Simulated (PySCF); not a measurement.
## Two runs on C3H6O2Si

System: C3H6O2Si.
Method of run 1: TDDFT PBE0/def2-SVP, vertical, gas phase, core orbitals frozen in the response (PySCF 2.14.0).

The geometry comes from this level: PBE0-D3(BJ)/def2-SVP. Text and figures count atoms from 1; the logs count them from 0 in places.

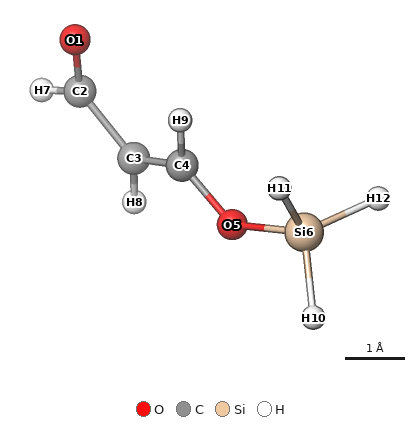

Figure 1. The structure as given in the input (ball-and-stick view, seen at a tilt; atoms are numbered from 1 in the order of the input). Bond lengths as drawn: C–C 1.35 to 1.46 Å, C–H 1.09 to 1.12 Å, C–O 1.21 to 1.33 Å, H–Si 1.48 to 1.49 Å and O–Si 1.69 Å.

**The input, run 1**
```
{"job": {"kind": "uv", "xc": "PBE0", "basis": "def2-SVP"}, "charge": 0, "multiplicity": 1}
O     -2.822184     0.407319    -0.976838
C     -2.466875    -0.696341    -0.626303
C     -1.140215    -1.025972    -0.100623
C     -0.219643    -0.051166     0.020301
O      1.004286    -0.251437     0.500310
Si     2.296862     0.839083     0.487586
H     -3.170951    -1.564527    -0.692329
H     -0.907341    -2.053925     0.186835
H     -0.488405     0.972973    -0.279876
H      3.113589     0.521308     1.685432
H      1.748481     2.225432     0.544743
H      3.089271     0.648245    -0.758929
```

The first line tells a small driver script what to run in PySCF; the rest is the geometry in Å.

Command:
```bash
OMP_NUM_THREADS=1 python <driver script> task.json out
```

Hardware: 1 CPU thread, shared host.

**Output (run 1)**
```
coarse grid: 10776 points
cycle   1  E = -556.8893164195  dE =  7.638e-01  |g| = 9.056e-01  |ddm| = 3.585e+00
cycle   2  E = -556.3909256014  dE =  4.984e-01  |g| = 1.792e+00  |ddm| = 3.498e+00
cycle   3  E = -557.0474169390  dE = -6.565e-01  |g| = 2.166e-01  |ddm| = 2.741e+00
cycle   4  E = -557.0558018759  dE = -8.385e-03  |g| = 1.024e-01  |ddm| = 3.003e-01
cycle   5  E = -557.0577342141  dE = -1.932e-03  |g| = 2.174e-02  |ddm| = 9.895e-02
cycle   6  E = -557.0578343226  dE = -1.001e-04  |g| = 8.036e-03  |ddm| = 2.694e-02
cycle   7  E = -557.0578474079  dE = -1.309e-05  |g| = 2.986e-03  |ddm| = 9.735e-03
cycle   8  E = -557.0578494333  dE = -2.025e-06  |g| = 9.048e-04  |ddm| = 3.391e-03
final grid: 100200 points
cycle   9  E = -557.1427028990  dE =  2.208e-06  |g| = 1.172e-02  |ddm| = 2.079e-02
cycle  10  E = -557.1426295740  dE =  7.333e-05  |g| = 2.256e-02  |ddm| = 3.286e-02
cycle  11  E = -557.1427294484  dE = -9.987e-05  |g| = 1.830e-03  |ddm| = 2.332e-02
cycle  12  E = -557.1427301280  dE = -6.796e-07  |g| = 2.215e-04  |ddm| = 1.711e-03
cycle  13  E = -557.1427301371  dE = -9.083e-09  |g| = 8.569e-05  |ddm| = 2.886e-04
cycle  14  E = -557.1427301385  dE = -1.431e-09  |g| = 3.685e-05  |ddm| = 1.190e-04
cycle  15  E = -557.1427301388  dE = -3.306e-10  |g| = 8.966e-06  |ddm| = 4.567e-05
converged SCF energy = -557.1427301388

Static polarisability (au): isotropic 64.714, principal 40.877 57.796 95.470

Singlet excitations
state   eV       nm        f      main configurations
  1   3.7539    330.3   0.00012   H->L 0.97
  2   5.5203    224.6   0.45474   H-1->L 0.95
  3   6.1260    202.4   0.00007   H-1->L+1 0.97
  4   6.4258    192.9   0.05243   H->L+1 0.97
  5   6.7815    182.8   0.00081   H-2->L 0.87
  6   7.3411    168.9   0.00112   H->L+5 0.51, H->L+2 0.35
  7   7.6295    162.5   0.00855   H-1->L+2 0.97
  8   7.9073    156.8   0.00555   H-1->L+3 0.57, H-3->L 0.19
  9   7.9357    156.2   0.02489   H-1->L+3 0.36, H-3->L 0.30, H->L+2 0.11
 10   7.9603    155.8   0.00077   H->L+2 0.31, H->L+3 0.26, H-3->L 0.14

Triplet excitations (Tamm-Dancoff, eV): 3.2341 3.2746 5.9832 6.0083
```

Run 2 used a changed input.

**The two runs side by side**

| quantity | run 1 | run 2 |
| --- | --- | --- |
| outcome | converged | converged |
| total energy (hartree) | −557.142730 | −557.463931 |
| HOMO (eV) | −7.08 | −7.22 |
| LUMO (eV) | −1.32 | −1.58 |
| dipole moment (D) | 3.32 | 3.54 |
| lowest excitation (eV) | 3.75 | 3.69 |
| SCF iterations | 15 | 15 |
| strongest computed line (eV) | 5.52 | 5.20 |
| basis functions | 118 | 196 |
| wall time (shared host) | 18 s | 41 s |

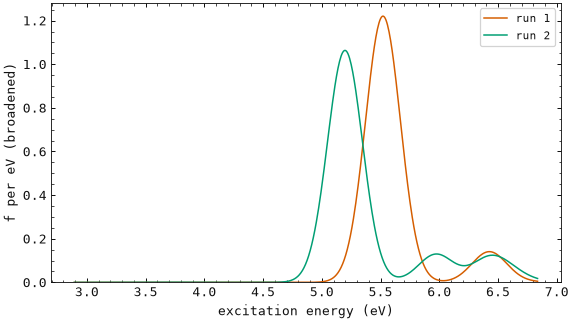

Figure 2. Absorption of the two runs from their computed states, each broadened by a Gaussian of 0.35 eV full width; the range ends where the shorter list of states ends.

Which change of the input explains these differences?

The change (lines with − go, lines with + come):
```diff
-"basis": "def2-SVP"
+"basis": "aug-cc-pVDZ"
```

The total energy of run 2 is 201.6 kcal/mol lower, which measures the change of basis and not a stability. The HOMO goes from −7.08 to −7.22 eV. The LUMO goes from −1.32 to −1.58 eV. The dipole moment goes from 3.32 to 3.54 D. The lowest excitation goes from 3.75 to 3.69 eV. The strongest computed line goes from 5.52 to 5.20 eV. Diffuse functions give room to the loosely bound empty orbitals, which lowers the LUMO. The number of SCF iterations is the same. The basis functions go from 118 to 196.

**Output (run 2)**
```
coarse grid: 10776 points
cycle   1  E = -557.2933525696  dE =  8.353e-01  |g| = 8.897e-01  |ddm| = 9.188e+00
cycle   2  E = -556.7793254450  dE =  5.140e-01  |g| = 1.809e+00  |ddm| = 4.699e+00
cycle   3  E = -557.4443838499  dE = -6.651e-01  |g| = 2.223e-01  |ddm| = 3.498e+00
cycle   4  E = -557.4530440027  dE = -8.660e-03  |g| = 1.038e-01  |ddm| = 4.930e-01
cycle   5  E = -557.4549962652  dE = -1.952e-03  |g| = 2.428e-02  |ddm| = 1.778e-01
cycle   6  E = -557.4551215054  dE = -1.252e-04  |g| = 8.733e-03  |ddm| = 6.184e-02
cycle   7  E = -557.4551377520  dE = -1.625e-05  |g| = 2.925e-03  |ddm| = 2.009e-02
cycle   8  E = -557.4551397064  dE = -1.954e-06  |g| = 9.310e-04  |ddm| = 7.462e-03
final grid: 100200 points
cycle   9  E = -557.4639069334  dE = -1.910e-06  |g| = 1.088e-02  |ddm| = 1.387e-01
cycle  10  E = -557.4638429449  dE =  6.399e-05  |g| = 2.107e-02  |ddm| = 5.220e-02
cycle  11  E = -557.4639301919  dE = -8.725e-05  |g| = 1.877e-03  |ddm| = 3.034e-02
cycle  12  E = -557.4639309157  dE = -7.238e-07  |g| = 2.928e-04  |ddm| = 3.732e-03
cycle  13  E = -557.4639309317  dE = -1.600e-08  |g| = 9.569e-05  |ddm| = 7.291e-04
cycle  14  E = -557.4639309334  dE = -1.716e-09  |g| = 4.051e-05  |ddm| = 2.457e-04
cycle  15  E = -557.4639309338  dE = -3.702e-10  |g| = 1.271e-05  |ddm| = 9.433e-05
converged SCF energy = -557.4639309338

Static polarisability (au): isotropic 76.987, principal 53.611 68.408 108.941

Singlet excitations
state   eV       nm        f      main configurations
  1   3.6926    335.8   0.00029   H->L 0.96
  2   5.1970    238.6   0.39621   H-1->L 0.94
  3   5.6812    218.2   0.00107   H-1->L+1 0.95
  4   5.9725    207.6   0.04784   H->L+1 0.94
  5   6.3964    193.8   0.01994   H-1->L+2 0.74, H->L+2 0.11, H-1->L+3 0.09
  6   6.4360    192.6   0.01750   H->L+2 0.45, H->L+3 0.31, H-1->L+2 0.12
  7   6.5835    188.3   0.00521   H-1->L+3 0.46, H->L+3 0.29, H->L+2 0.16
  8   6.5986    187.9   0.01029   H-1->L+3 0.32, H->L+3 0.30, H->L+2 0.18
  9   6.6407    186.7   0.00056   H-2->L 0.71, H-1->L+3 0.09
 10   6.8363    181.4   0.00163   H->L+4 0.65, H->L+10 0.09

Triplet excitations (Tamm-Dancoff, eV): 3.1973 3.2164 5.5690 5.9275
```
